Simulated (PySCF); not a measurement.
**I²⁺, I³⁺: ionisation energy in x2c-SVPall**

Each state of iodine is computed at each level; their differences give the ionisation energy. How far do the methods differ?

Method: unrestricted determinants in a Gaussian basis, no spin-orbit coupling in the energies. Code: PySCF 2.14.0.

7 further runs of the same task are left out: 7 set aside as unsound or not needed.

## (1) The atom as given

| Property | Result |
| --- | --- |
| Element | iodine (Z = 53) |
| Basis | x2c-SVPall (6s5p3d, 36 functions) |
| Hamiltonian | scalar relativity by spin-free X2C-1e |
| State 1 | I²⁺: [Kr] 4d10 5s2 5p3, high-spin 4S determinant |
| State 2 | I³⁺: [Kr] 4d10 5s2 5p2, high-spin 3P determinant |
| Methods | UHF, PBE, M06-2X, MP2, CCSD(T) |
| Core shells frozen in the correlated runs | valence: [Kr] 4d10 (for I²⁺) |

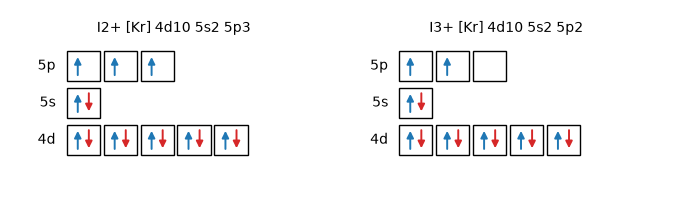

Occupation of the outer shells (arrows by Hund's rule).

One driver process ran all states and methods and kept the integrals in memory. Each run is shown as a PySCF script that sums up its settings (the driver passes frozen orbitals as a list and adds second-order terms of double hybrids); the logs are those of the runs themselves. The driver starts from symmetry-adapted Hartree-Fock orbitals, holds the occupation by maximum overlap and uses a logarithmic radial grid for functionals, so a plain start would take other cycles.

The driver's launch:

```bash
$ OMP_NUM_THREADS=1 python atomrun2.py TASK.json OUT
```

The integrals over 36 functions and the set-up took 0.32 s of CPU time.

## (2) I²⁺: the ladder of methods

Level: UHF.

Contents of input.py:

```python
from pyscf import gto, scf, dft, mp, cc
import basis_set_exchange as bse
mol = gto.M(atom="I 0 0 0", charge=2, spin=3, symmetry="D2h",
            basis=gto.basis.parse(bse.get_basis("x2c-SVPall", elements=["I"], fmt="nwchem", header=False)),
            nucmod="G")
mf = scf.UHF(mol).sfx2c1e()
mf.irrep_nelec = {'Ag': (9, 9), 'B1g': (2, 2), 'B2g': (2, 2), 'B3g': (2, 2), 'B1u': (4, 3), 'B2u': (4, 3), 'B3u': (4, 3)}
mf.kernel()
```

Level: PBE.

input.py differs from the last one in:

```diff
@@ -5,3 +5,3 @@
             nucmod="G")
-mf = scf.UHF(mol).sfx2c1e()
+mf = dft.UKS(mol, xc="PBE").sfx2c1e()
 mf.irrep_nelec = {'Ag': (9, 9), 'B1g': (2, 2), 'B2g': (2, 2), 'B3g': (2, 2), 'B1u': (4, 3), 'B2u': (4, 3), 'B3u': (4, 3)}
```

Level: M06-2X.

input.py differs from the last one in:

```diff
@@ -5,3 +5,3 @@
             nucmod="G")
-mf = dft.UKS(mol, xc="PBE").sfx2c1e()
+mf = dft.UKS(mol, xc="M062X").sfx2c1e()
 mf.irrep_nelec = {'Ag': (9, 9), 'B1g': (2, 2), 'B2g': (2, 2), 'B3g': (2, 2), 'B1u': (4, 3), 'B2u': (4, 3), 'B3u': (4, 3)}
```

Level: MP2 (valence).

input.py differs from the last one in:

```diff
@@ -5,4 +5,5 @@
             nucmod="G")
-mf = dft.UKS(mol, xc="M062X").sfx2c1e()
+mf = scf.UHF(mol).sfx2c1e()
 mf.irrep_nelec = {'Ag': (9, 9), 'B1g': (2, 2), 'B2g': (2, 2), 'B3g': (2, 2), 'B1u': (4, 3), 'B2u': (4, 3), 'B3u': (4, 3)}
 mf.kernel()
+mp.UMP2(mf, frozen=23).kernel()
```

Level: CCSD(T) (valence).

input.py differs from the last one in:

```diff
@@ -8,2 +8,3 @@
 mf.kernel()
-mp.UMP2(mf, frozen=23).kernel()
+mycc = cc.CCSD(mf, frozen=23).run()
+mycc.ccsd_t()
```

## (3) I³⁺: the ladder of methods

Level: UHF.

Contents of input.py:

```python
from pyscf import gto, scf, dft, mp, cc
import basis_set_exchange as bse
mol = gto.M(atom="I 0 0 0", charge=3, spin=2, symmetry="D2h",
            basis=gto.basis.parse(bse.get_basis("x2c-SVPall", elements=["I"], fmt="nwchem", header=False)),
            nucmod="G")
mf = scf.UHF(mol).sfx2c1e()
mf.irrep_nelec = {'Ag': (9, 9), 'B1g': (2, 2), 'B2g': (2, 2), 'B3g': (2, 2), 'B1u': (4, 3), 'B2u': (4, 3), 'B3u': (3, 3)}
mf.kernel()
```

Level: PBE.

input.py differs from the last one in:

```diff
@@ -5,3 +5,3 @@
             nucmod="G")
-mf = scf.UHF(mol).sfx2c1e()
+mf = dft.UKS(mol, xc="PBE").sfx2c1e()
 mf.irrep_nelec = {'Ag': (9, 9), 'B1g': (2, 2), 'B2g': (2, 2), 'B3g': (2, 2), 'B1u': (4, 3), 'B2u': (4, 3), 'B3u': (3, 3)}
```

Level: M06-2X.

input.py differs from the last one in:

```diff
@@ -5,3 +5,3 @@
             nucmod="G")
-mf = dft.UKS(mol, xc="PBE").sfx2c1e()
+mf = dft.UKS(mol, xc="M062X").sfx2c1e()
 mf.irrep_nelec = {'Ag': (9, 9), 'B1g': (2, 2), 'B2g': (2, 2), 'B3g': (2, 2), 'B1u': (4, 3), 'B2u': (4, 3), 'B3u': (3, 3)}
```

Level: MP2 (valence).

input.py differs from the last one in:

```diff
@@ -5,4 +5,5 @@
             nucmod="G")
-mf = dft.UKS(mol, xc="M062X").sfx2c1e()
+mf = scf.UHF(mol).sfx2c1e()
 mf.irrep_nelec = {'Ag': (9, 9), 'B1g': (2, 2), 'B2g': (2, 2), 'B3g': (2, 2), 'B1u': (4, 3), 'B2u': (4, 3), 'B3u': (3, 3)}
 mf.kernel()
+mp.UMP2(mf, frozen=23).kernel()
```

Level: CCSD(T) (valence).

input.py differs from the last one in:

```diff
@@ -8,2 +8,3 @@
 mf.kernel()
-mp.UMP2(mf, frozen=23).kernel()
+mycc = cc.CCSD(mf, frozen=23).run()
+mycc.ccsd_t()
```

Before running it: what results should come out?

As calculated:

| quantity | value |
| --- | --- |
| ionisation energy, I²⁺ | UHF 29.920, CCSD(T) (valence) 30.158 eV; reference 29.57 ± 0.025 |

Accuracy against cost (mean over 1 difference):

```tsv
method	mean absolute miss against CCSD(T) (valence) (eV)	CPU time, both states (s)
UHF	0.239	0.14
PBE	0.232	0.83
M06-2X	0.327	1.4
MP2 (valence)	0.029	0.16
SCS-MP2 (valence)	0.066	0.16
CCSD (valence)	0.003	
CCSD(T) (valence)	0.000	0.29
```

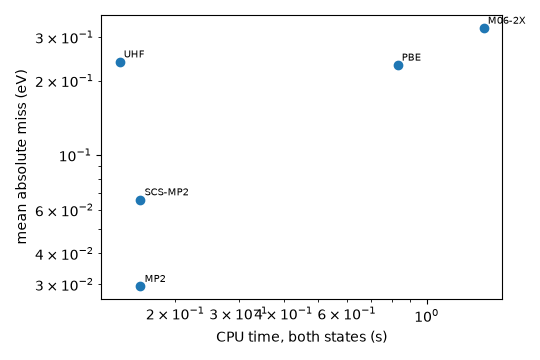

Miss against CCSD(T) (valence) and CPU time.

The methods span 0.565 eV, from UHF (29.920) to M06-2X (30.485). The reference is uncertain or not like for like (spin-orbit coupling or other relativistic terms), so no ranking of close methods is drawn. The basis is finite, and no extrapolation was made. The dearest level timed, M06-2X, costs 10 times the cheapest, UHF, and differs from CCSD(T) (valence) by 0.33 against 0.24 eV; CCSD(T) (valence) in this basis is a yardstick, not the exact answer.
